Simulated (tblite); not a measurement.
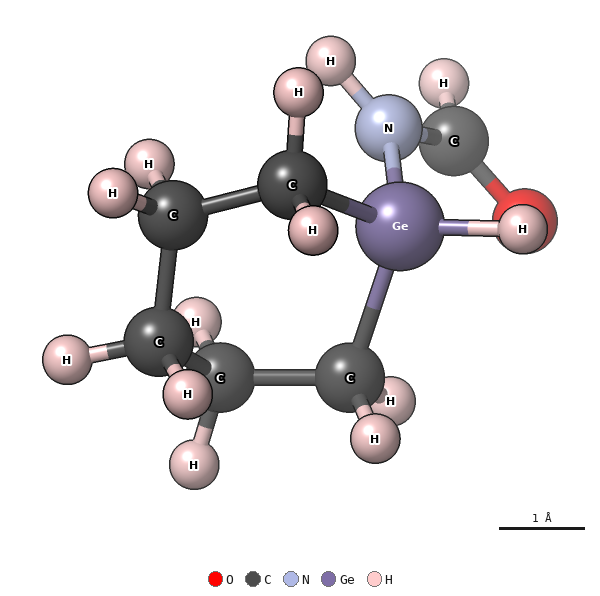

**Figure 1.** The input geometry (ball-and-stick view, seen at a tilt). Sticks mark near contacts.

## Run report: C6H13GeNO, geometry relaxation (part 1 of 4)

System: C6H13GeNO, SMILES O=C[NH][GeH]1[CH2]CCC[CH2]1.
Method: GFN2-xTB geometry optimisation, gas phase (tblite 0.8.0).

It belongs to a series of runs on one base structure; here: H on Ge replaced by NHCHO.

### Output
```
step      E/eV     max force
  0    -772.33965    4.307
  1    -772.58358    4.396
  2    -772.70721    1.056
  3    -772.74621    0.726
  4    -772.79122    0.423
  5    -772.80435    0.427
  6    -772.82523    0.289
  7    -772.83461    0.389
  8    -772.84505    0.355
  9    -772.85062    0.210
 10    -772.85411    0.167
 11    -772.85709    0.197
 12    -772.86179    0.244
 13    -772.86746    0.265
 14    -772.87310    0.204
 15    -772.87760    0.171
 16    -772.88089    0.159
 17    -772.88296    0.131
 18    -772.88430    0.093
 19    -772.88532    0.097
 20    -772.88626    0.078
 21    -772.88730    0.099
 22    -772.88838    0.105
 23    -772.88920    0.068
 24    -772.88965    0.038
 25    -772.88991    0.035
 26    -772.89013    0.048
 27    -772.89035    0.051
 28    -772.89054    0.031
 29    -772.89070    0.030
 30    -772.89083    0.033
 31    -772.89095    0.046
 32    -772.89106    0.038
 33    -772.89113    0.019
 34    -772.89119    0.015
 35    -772.89125    0.021
 36    -772.89132    0.029
 37    -772.89140    0.022
 38    -772.89146    0.021
 39    -772.89154    0.020
 40    -772.89163    0.031
 41    -772.89174    0.034
 42    -772.89184    0.023
 43    -772.89191    0.017
 44    -772.89197    0.023
 45    -772.89203    0.030
 46    -772.89209    0.026
 47    -772.89213    0.014
 48    -772.89216    0.010
 49    -772.89218    0.014
 50    -772.89220    0.015
 51    -772.89222    0.010
 52    -772.89224    0.009
```

### Trajectory as extended XYZ (Å, eV, eV/Å), 37 of the 53 frames kept, from step=0 to step=52
```
22
Properties=species:S:1:pos:R:3:forces:R:3 step=0 energy=-772.33965
O     3.6448   -0.3026    0.4681   -1.8050   0.5750  -3.8680
C     3.2188   -0.1858   -0.7256   -1.0960   0.7350   4.0730
N     1.9488    0.3645   -0.9921    1.7230  -0.7260  -0.9140
Ge    0.7946    0.9554    0.3546    1.0660   0.0620   1.0560
C     0.2436   -0.5683    1.4546    0.2250  -0.4750   0.1070
C    -0.7466   -1.4359    0.6599   -0.0730  -0.0640   0.4980
C    -1.9907   -0.6529    0.2061   -0.1130  -0.2380   0.0000
C    -1.6843    0.3670   -0.9024   -0.6150  -0.0440  -0.2880
C    -0.8716    1.5574   -0.4104   -0.5280   0.8780  -0.5400
H     3.8481   -0.5240   -1.5267   -0.0330  -0.0360  -0.7230
H     1.6224    0.4542   -1.9884    0.7990  -0.2540   1.3320
H     1.4698    2.0478    1.2157    0.0200  -0.2210  -0.3760
H     1.1333   -1.1627    1.7340   -0.5140   0.1840   0.0240
H    -0.2323   -0.1916    2.3722    0.1600  -0.2210  -0.2290
H    -1.0674   -2.2647    1.3192    0.0510   0.2080  -0.3270
H    -0.2339   -1.8791   -0.2073   -0.1920   0.1560   0.1670
H    -2.7292   -1.3849   -0.1788    0.2930   0.3390   0.1080
H    -2.4630   -0.1511    1.0788    0.3630  -0.1790  -0.4860
H    -2.6548    0.7428   -1.3055    0.5390  -0.2640   0.1240
H    -1.1481   -0.1364   -1.7357   -0.2940   0.1820   0.4400
H    -0.6610    2.2520   -1.2531   -0.4190  -0.2440   0.4190
H    -1.4518    2.1180    0.3619    0.4440  -0.3500  -0.5970
22
Properties=species:S:1:pos:R:3:forces:R:3 step=1 energy=-772.58358
O     3.6190   -0.2944    0.4129    0.5770  -0.0370   3.3960
C     3.2032   -0.1753   -0.6674   -1.5110   0.4120  -4.1080
N     1.9735    0.3542   -1.0051    0.4390  -0.0760   0.2810
Ge    0.8099    0.9563    0.3697    0.5570  -0.0310   0.2800
C     0.2468   -0.5750    1.4562   -0.0390  -0.1770   0.0530
C    -0.7477   -1.4368    0.6671    0.0060   0.0700   0.0970
C    -1.9923   -0.6563    0.2061    0.1370  -0.0290  -0.0490
C    -1.6931    0.3663   -0.9065   -0.0890   0.0130   0.0890
C    -0.8791    1.5700   -0.4181   -0.0880  -0.0130  -0.1800
H     3.8476   -0.5245   -1.5370   -0.7080   0.3130   0.0220
H     1.6338    0.4506   -1.9694    0.7150  -0.2580   0.5860
H     1.4701    2.0446    1.2103    0.1440  -0.0650  -0.2040
H     1.1259   -1.1601    1.7344   -0.2070  -0.0680   0.1260
H    -0.2300   -0.1947    2.3690    0.1320  -0.1910  -0.1410
H    -1.0667   -2.2618    1.3145   -0.0320   0.0100  -0.1290
H    -0.2366   -1.8769   -0.2049   -0.1910   0.1530   0.1920
H    -2.7250   -1.3800   -0.1772    0.1280   0.1350   0.0310
H    -2.4578   -0.1536    1.0718    0.2440  -0.0860  -0.3030
H    -2.6471    0.7391   -1.3037    0.1190  -0.1410  -0.0270
H    -1.1523   -0.1338   -1.7295   -0.2130   0.1030   0.2830
H    -0.6670    2.2486   -1.2471   -0.3140   0.0700   0.0260
H    -1.4455    2.1130    0.3534    0.1930  -0.1080  -0.3220
22
Properties=species:S:1:pos:R:3:forces:R:3 step=3 energy=-772.74621
O     3.6073   -0.2876    0.4331   -0.5990   0.2560  -0.3200
C     3.1892   -0.1713   -0.7007    0.1190  -0.0290   0.2960
N     1.9824    0.3536   -1.0013   -0.0120   0.1280   0.3050
Ge    0.8253    0.9553    0.3803    0.1650  -0.0710   0.1140
C     0.2463   -0.5801    1.4571    0.0080  -0.0540  -0.0170
C    -0.7479   -1.4350    0.6700   -0.0240   0.0400   0.0180
C    -1.9885   -0.6572    0.2046    0.1270   0.0160  -0.0490
C    -1.6957    0.3666   -0.9040    0.0370   0.0100   0.1030
C    -0.8806    1.5694   -0.4236    0.2080  -0.1720  -0.0450
H     3.8301   -0.5170   -1.5397   -0.3930   0.1510  -0.1850
H     1.6533    0.4435   -1.9538    0.3930  -0.1510   0.0260
H     1.4748    2.0430    1.2042    0.2330   0.0390  -0.1130
H     1.1201   -1.1623    1.7381   -0.0730  -0.1660   0.1410
H    -0.2265   -0.1999    2.3654    0.0460  -0.1120  -0.0010
H    -1.0677   -2.2615    1.3108   -0.0600  -0.0340  -0.0560
H    -0.2419   -1.8727   -0.1998   -0.0940   0.0810   0.0680
H    -2.7213   -1.3762   -0.1765    0.0680   0.0400  -0.0160
H    -2.4508   -0.1558    1.0635    0.1390   0.0100  -0.1110
H    -2.6440    0.7350   -1.3045   -0.0330  -0.0790  -0.0420
H    -1.1582   -0.1312   -1.7217   -0.1010   0.0050   0.1130
H    -0.6763    2.2507   -1.2466   -0.2430   0.1050  -0.0910
H    -1.4399    2.1101    0.3445    0.0910  -0.0170  -0.1390
22
Properties=species:S:1:pos:R:3:forces:R:3 step=4 energy=-772.79122
O     3.5772   -0.2738    0.4304    0.0070   0.0180   0.2930
C     3.1865   -0.1703   -0.7062   -0.2230   0.1450   0.3290
N     1.9869    0.3582   -0.9877   -0.2640   0.2000  -0.1220
Ge    0.8403    0.9520    0.3908   -0.1240  -0.0500  -0.0600
C     0.2463   -0.5851    1.4569    0.0880  -0.0060   0.0300
C    -0.7489   -1.4324    0.6724   -0.0130  -0.0410   0.0040
C    -1.9815   -0.6571    0.2019   -0.0150   0.0160   0.0110
C    -1.6957    0.3671   -0.8987    0.0460   0.0030  -0.0430
C    -0.8736    1.5626   -0.4285    0.2590   0.0180   0.0230
H     3.8054   -0.5071   -1.5483   -0.0930   0.0030  -0.3120
H     1.6793    0.4338   -1.9440    0.1480  -0.0490  -0.1300
H     1.4863    2.0435    1.1964    0.2710   0.0990  -0.0380
H     1.1141   -1.1698    1.7456   -0.0150  -0.2040   0.1180
H    -0.2228   -0.2072    2.3634   -0.0280  -0.0390   0.1030
H    -1.0705   -2.2626    1.3065   -0.0710  -0.0290  -0.0100
H    -0.2484   -1.8672   -0.1943    0.0270  -0.0110  -0.0910
H    -2.7166   -1.3725   -0.1766    0.0410  -0.0160  -0.0480
H    -2.4416   -0.1566    1.0546    0.0340   0.0970   0.0760
H    -2.6435    0.7298   -1.3066   -0.0420  -0.0320   0.0210
H    -1.1654   -0.1295   -1.7130    0.0260  -0.0990  -0.0680
H    -0.6908    2.2559   -1.2499   -0.1400  -0.0090  -0.0650
H    -1.4333    2.1077    0.3342    0.0810  -0.0130  -0.0230
22
Properties=species:S:1:pos:R:3:forces:R:3 step=6 energy=-772.82523
O     3.5540   -0.2620    0.4461    0.1260  -0.0520   0.1440
C     3.1726   -0.1614   -0.6931   -0.2000   0.1190  -0.0060
N     1.9758    0.3737   -0.9826    0.0480   0.0120  -0.1700
Ge    0.8445    0.9483    0.3960   -0.0890   0.1140   0.0200
C     0.2510   -0.5906    1.4605    0.0170  -0.0880   0.1080
C    -0.7494   -1.4331    0.6738    0.0390  -0.0410  -0.0170
C    -1.9773   -0.6553    0.2013   -0.0300   0.0360   0.0480
C    -1.6918    0.3678   -0.8977    0.0570  -0.0260  -0.0820
C    -0.8554    1.5591   -0.4317   -0.1130   0.0850  -0.0610
H     3.7764   -0.4972   -1.5689   -0.1750   0.0800   0.2160
H     1.7074    0.4237   -1.9488   -0.0620   0.0450  -0.2070
H     1.5130    2.0494    1.1868    0.1740  -0.0080  -0.0860
H     1.1082   -1.1891    1.7590   -0.0200  -0.1250   0.0560
H    -0.2213   -0.2155    2.3681   -0.0150  -0.0210   0.0680
H    -1.0774   -2.2655    1.3027   -0.0360  -0.0040  -0.0080
H    -0.2517   -1.8640   -0.1961    0.0520  -0.0410  -0.0900
H    -2.7105   -1.3709   -0.1799    0.0120  -0.0090  -0.0240
H    -2.4325   -0.1508    1.0529   -0.0180   0.0850   0.1020
H    -2.6450    0.7240   -1.3061    0.0610   0.0190   0.0740
H    -1.1690   -0.1351   -1.7114    0.0630  -0.1010  -0.1140
H    -0.7102    2.2589   -1.2567    0.0290  -0.0680  -0.0360
H    -1.4220    2.1048    0.3250    0.0800  -0.0120   0.0640
22
Properties=species:S:1:pos:R:3:forces:R:3 step=7 energy=-772.83461
O     3.5494   -0.2595    0.4530    0.0360  -0.0210  -0.0240
C     3.1655   -0.1566   -0.6867   -0.0920   0.0610  -0.0620
N     1.9717    0.3795   -0.9852    0.0850  -0.0130  -0.0770
Ge    0.8434    0.9493    0.3977   -0.0310   0.1080   0.0390
C     0.2529   -0.5939    1.4637   -0.0180  -0.0870   0.0860
C    -0.7488   -1.4342    0.6737    0.0360  -0.0210  -0.0240
C    -1.9768   -0.6540    0.2021    0.0040   0.0320   0.0390
C    -1.6893    0.3676   -0.8992    0.0460  -0.0480  -0.0530
C    -0.8514    1.5596   -0.4336   -0.1870   0.0380  -0.0720
H     3.7644   -0.4927   -1.5716   -0.1670   0.0900   0.3400
H     1.7147    0.4215   -1.9547   -0.0910   0.0600  -0.1900
H     1.5250    2.0513    1.1823    0.1340  -0.0410  -0.1010
H     1.1062   -1.1978    1.7644   -0.0200  -0.0860   0.0370
H    -0.2213   -0.2184    2.3711   -0.0040  -0.0290   0.0460
H    -1.0804   -2.2665    1.3015   -0.0170   0.0000  -0.0190
H    -0.2515   -1.8639   -0.1987    0.0350  -0.0280  -0.0440
H    -2.7085   -1.3707   -0.1815    0.0090   0.0150   0.0030
H    -2.4302   -0.1470    1.0548   -0.0120   0.0550   0.0610
H    -2.6444    0.7227   -1.3044    0.0810   0.0290   0.0630
H    -1.1686   -0.1390   -1.7135    0.0490  -0.0700  -0.0810
H    -0.7155    2.2584   -1.2597    0.0760  -0.0460  -0.0490
H    -1.4170    2.1037    0.3237    0.0480   0.0020   0.0820
22
Properties=species:S:1:pos:R:3:forces:R:3 step=9 energy=-772.85062
O     3.5407   -0.2550    0.4619   -0.1440   0.0600  -0.1310
C     3.1502   -0.1460   -0.6765    0.0230  -0.0100  -0.0440
N     1.9650    0.3906   -0.9941   -0.0510   0.0280   0.0050
Ge    0.8402    0.9546    0.4018    0.0410  -0.0210   0.0090
C     0.2554   -0.6030    1.4724   -0.0270  -0.0140  -0.0090
C    -0.7465   -1.4369    0.6726    0.0020   0.0150  -0.0020
C    -1.9746   -0.6505    0.2050    0.0530  -0.0050  -0.0010
C    -1.6830    0.3640   -0.9035   -0.0020  -0.0470   0.0210
C    -0.8523    1.5611   -0.4399   -0.0770  -0.0330  -0.0060
H     3.7373   -0.4815   -1.5600    0.0400  -0.0040   0.2060
H     1.7231    0.4211   -1.9722   -0.0720   0.0660   0.0140
H     1.5532    2.0525    1.1691    0.0740  -0.0590  -0.0960
H     1.1018   -1.2172    1.7756   -0.0200  -0.0020   0.0000
H    -0.2215   -0.2254    2.3790    0.0070  -0.0520   0.0060
H    -1.0861   -2.2685    1.2980    0.0180  -0.0070  -0.0400
H    -0.2496   -1.8648   -0.2045   -0.0040   0.0110   0.0500
H    -2.7043   -1.3688   -0.1833    0.0030   0.0570   0.0620
H    -2.4263   -0.1383    1.0600    0.0310  -0.0150  -0.0500
H    -2.6396    0.7218   -1.2991    0.0490   0.0160  -0.0090
H    -1.1658   -0.1490   -1.7205    0.0030   0.0070   0.0190
H    -0.7205    2.2560   -1.2682    0.0990  -0.0070  -0.0430
H    -1.4071    2.1025    0.3259   -0.0450   0.0160   0.0410
22
Properties=species:S:1:pos:R:3:forces:R:3 step=10 energy=-772.85411
O     3.5367   -0.2532    0.4613   -0.1490   0.0700  -0.0290
C     3.1465   -0.1435   -0.6764   -0.0300   0.0120  -0.0040
N     1.9628    0.3932   -0.9968   -0.0870   0.0380   0.0040
Ge    0.8400    0.9556    0.4027    0.0170  -0.0590  -0.0120
C     0.2552   -0.6054    1.4742   -0.0050   0.0140  -0.0240
C    -0.7459   -1.4372    0.6722   -0.0030   0.0110   0.0100
C    -1.9731   -0.6499    0.2058    0.0380  -0.0110  -0.0100
C    -1.6817    0.3619   -0.9043   -0.0040  -0.0090   0.0250
C    -0.8552    1.5610   -0.4415    0.0220  -0.0160   0.0290
H     3.7330   -0.4794   -1.5514    0.1290  -0.0530   0.0400
H     1.7221    0.4231   -1.9760   -0.0640   0.0640   0.0470
H     1.5609    2.0511    1.1638    0.0700  -0.0470  -0.0820
H     1.1004   -1.2213    1.7778   -0.0160   0.0100  -0.0070
H    -0.2215   -0.2280    2.3809    0.0030  -0.0510   0.0020
H    -1.0868   -2.2690    1.2963    0.0170  -0.0170  -0.0330
H    -0.2491   -1.8649   -0.2048   -0.0010   0.0140   0.0470
H    -2.7034   -1.3670   -0.1821   -0.0090   0.0410   0.0610
H    -2.4250   -0.1367    1.0603    0.0400  -0.0160  -0.0530
H    -2.6371    0.7223   -1.2979    0.0140   0.0020  -0.0320
H    -1.1648   -0.1511   -1.7219   -0.0020   0.0160   0.0360
H    -0.7185    2.2550   -1.2710    0.0750  -0.0200  -0.0100
H    -1.4062    2.1027    0.3278   -0.0560   0.0050  -0.0040
22
Properties=species:S:1:pos:R:3:forces:R:3 step=12 energy=-772.86179
O     3.5182   -0.2445    0.4614   -0.1190   0.0660   0.1910
C     3.1354   -0.1371   -0.6776   -0.0850   0.0360   0.0190
N     1.9537    0.4003   -1.0020   -0.0420  -0.0060  -0.0260
Ge    0.8405    0.9537    0.4040   -0.0430  -0.0490  -0.0090
C     0.2548   -0.6092    1.4765    0.0300   0.0250  -0.0040
C    -0.7447   -1.4374    0.6724    0.0020  -0.0160   0.0140
C    -1.9679   -0.6492    0.2066   -0.0260   0.0030  -0.0150
C    -1.6792    0.3583   -0.9044    0.0140   0.0780  -0.0030
C    -0.8583    1.5605   -0.4423    0.1510   0.0230   0.0670
H     3.7340   -0.4791   -1.5330    0.1580  -0.0730  -0.1710
H     1.7151    0.4318   -1.9806   -0.0740   0.0580   0.0080
H     1.5813    2.0450    1.1475    0.0550  -0.0270  -0.0450
H     1.0967   -1.2285    1.7815    0.0140   0.0170  -0.0210
H    -0.2213   -0.2367    2.3849   -0.0100  -0.0190   0.0050
H    -1.0871   -2.2715    1.2908    0.0060  -0.0350   0.0070
H    -0.2477   -1.8644   -0.2025    0.0300   0.0000  -0.0130
H    -2.7027   -1.3612   -0.1757   -0.0440  -0.0300   0.0200
H    -2.4194   -0.1341    1.0576    0.0320   0.0250   0.0170
H    -2.6316    0.7229   -1.2981   -0.0410  -0.0250  -0.0480
H    -1.1628   -0.1541   -1.7221    0.0130   0.0160   0.0310
H    -0.7095    2.2508   -1.2761    0.0190  -0.0520   0.0740
H    -1.4082    2.1031    0.3302   -0.0390  -0.0150  -0.0980
```
